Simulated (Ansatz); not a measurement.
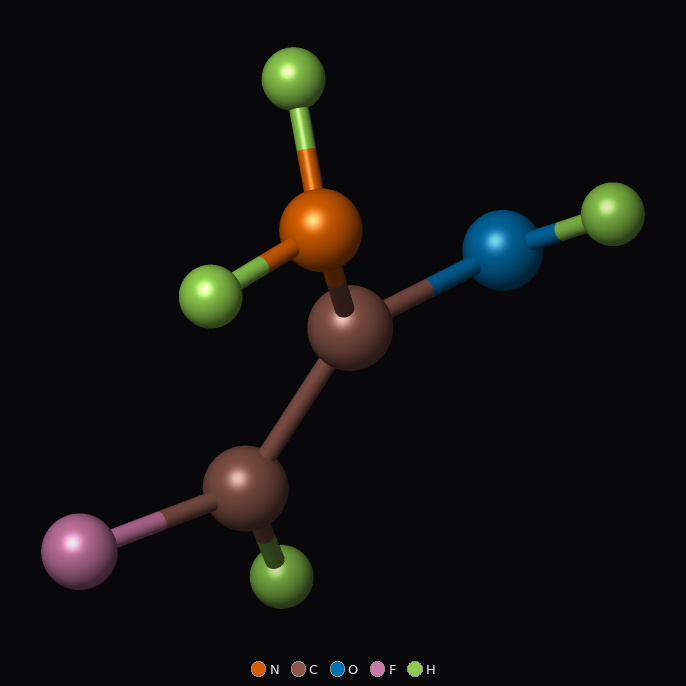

A ball-and-stick model of a molecule.

Give the formula.

C₂H₄FNO, 9 atoms: 2 carbon, 4 hydrogen, 1 fluorine, 1 nitrogen and 1 oxygen.

What is the point group of this geometry?

C1.

Describe its rings.

It has no ring.

Name some functional groups or characteristic bonds that it holds.

Among them: alkene, C–F bond.

More results for the same structure follow; atom numbers are the same in all pictures, views and colours differ. The computed structure is the end point of a PBE0-D4/def2-TZVP optimisation.

Geometry

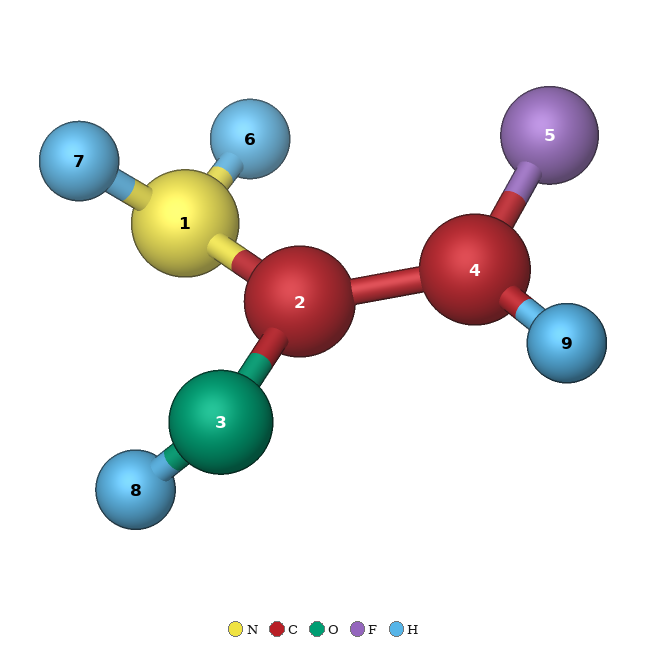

Numbered structure.

Give these bond angles: C2–N1–H6, C2–N1–H7, N1–C2–O3, N1–C2–C4, O3–C2–C4, C2–O3–H8, C2–C4–F5, C2–C4–H9, F5–C4–H9.

```csv
angle,degrees
C2–N1–H6,112.4
C2–N1–H7,112.7
N1–C2–O3,114.9
N1–C2–C4,125.4
O3–C2–C4,119.7
C2–O3–H8,107.3
C2–C4–F5,119.6
C2–C4–H9,125.2
F5–C4–H9,115.1
```

Electronic properties

Properties computed with RKS BLYP-D4/def2-TZVPP (Ansatz 0.2.0).

Give the dispersion correction at this level.

−31.0 kJ/mol.

Give the HOMO–LUMO gap at this level.

4.71 eV.

Give the HOMO energy (Kohn–Sham orbital) at this level.

−4.75 eV.

Thermal motion

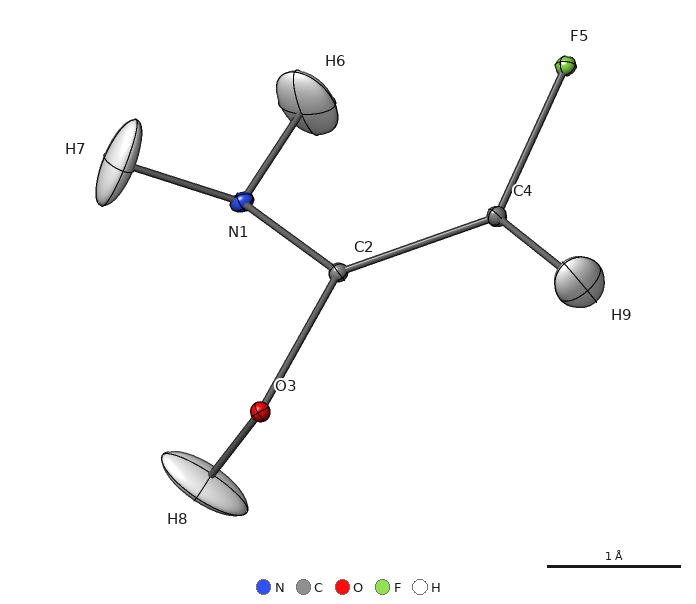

Displacement ellipsoids at the 50 % level, from the internal vibrations of the free molecule (harmonic, no overall translation or rotation; no half-axis is drawn under 0.075 Å). Vibrations computed with RKS PBE0-D4/def2-TZVP (Ansatz 0.2.0). Temperature: 298 K.

Which atom has the largest mean-square displacement?

H8, with U_eq = 0.0278 Å².

Does H8 move more along its bond or across it?

Across it: the root-mean-square amplitude is 0.074 Å along the bond and up to 0.247 Å across, since bending and torsion are softer than stretching.

List U_eq and the three principal root-mean-square amplitudes for each kind of atom.

| atom | U_eq (Å²) | rms amplitudes (Å) |
| --- | --- | --- |
| N1 | 0.0018 | 0.021, 0.035, 0.061 |
| C2 | 0.0017 | 0.031, 0.041, 0.049 |
| O3 | 0.0012 | 0.031, 0.034, 0.040 |
| C4 | 0.0020 | 0.031, 0.039, 0.059 |
| F5 | 0.0016 | 0.027, 0.035, 0.054 |
| H6 | 0.0254 | 0.076, 0.152, 0.218 |
| H7 | 0.0254 | 0.077, 0.129, 0.232 |
| H8 | 0.0278 | 0.073, 0.130, 0.247 |
| H9 | 0.0167 | 0.078, 0.125, 0.168 |

Dipole moment

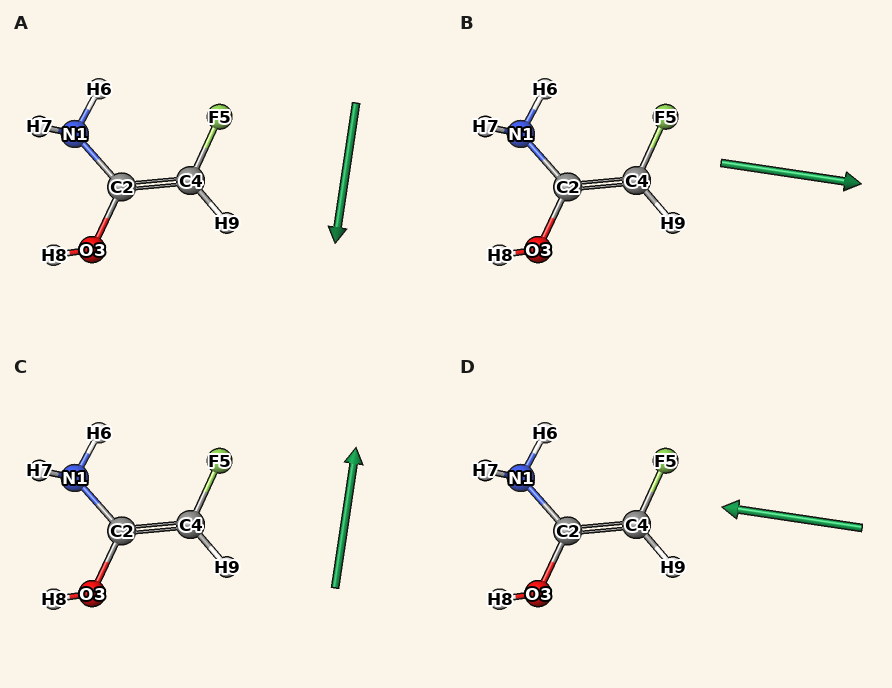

The same molecule four times, each with an arrow. Properties computed with RKS B3LYP-D4/def2-TZVPP (Ansatz 0.2.0).

Which arrow points along the dipole moment, from the negative to the positive end?

D. The dipole moment is 1.97 D; it points from the side of H9 to the side of H7 (the outermost atoms at the two ends).
